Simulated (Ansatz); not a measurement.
A computed series for hypothetical diamond Mo: pressure series

Base system: Mo in the diamond structure (space group Fd-3m, No. 227; a hypothetical phase, not in the database extracts checked).

Mo has the cubic space group Fd-3m, origin choice 1 (No. 227), the diamond structure, Pearson symbol cF8. Lattice parameters: a = 5.687 Å, b = 5.687 Å, c = 5.687 Å, α = 90.00°, β = 90.00°, γ = 90.00°. Mo on 8b is surrounded by 4 Mo at 2.463 Å (tetrahedral). (Neighbours: up to the widest gap in distance over summed covalent radii, below 1.35, at either atom.)
(The calculation used a cell of 2 atoms; values per cell refer to that cell.)

Cell and atoms are relaxed at each pressure.

Level of theory: plane-wave PAW DFT at the PBE level (Ansatz, a program for electronic structure, 420 eV), no SOC.

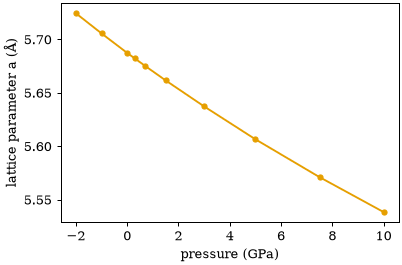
Lattice parameter a against pressure

From the plot, what is the lattice parameter a for pressure 5 GPa?

About 5.61 Å.

Is the trend monotonic over the range shown?

Yes, it falls throughout, spanning 5.538 Å to 5.725 Å.

Load acts through the strain it causes; cell and atoms are relaxed under it. Whether these cells are dynamically stable was not tested. Competing high-pressure phases were not computed. The final runs are not spin-polarised.
